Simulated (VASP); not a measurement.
Band structure of PbTe (space group Fm-3m). Method: PBEsol GGA, VASP's PBE PAW potentials (set 64) (plane waves; VASP 6.6.1).

Unless said otherwise, spin-orbit coupling is left out, though it shifts the bands of the heavy elements here.

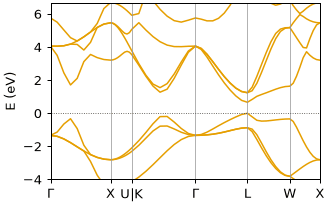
Bands along high-symmetry lines, zero at the valence-band maximum or, without a gap, the Fermi level

**Question.** Read the plot: is there a gap, and where are the band edges?

**Answer.** The gap is direct, 0.67 eV, from the valence maximum at L to the conduction minimum at L.

The structure is a typed PbTe crystal (Fm-3m). The cell was not relaxed at this level.
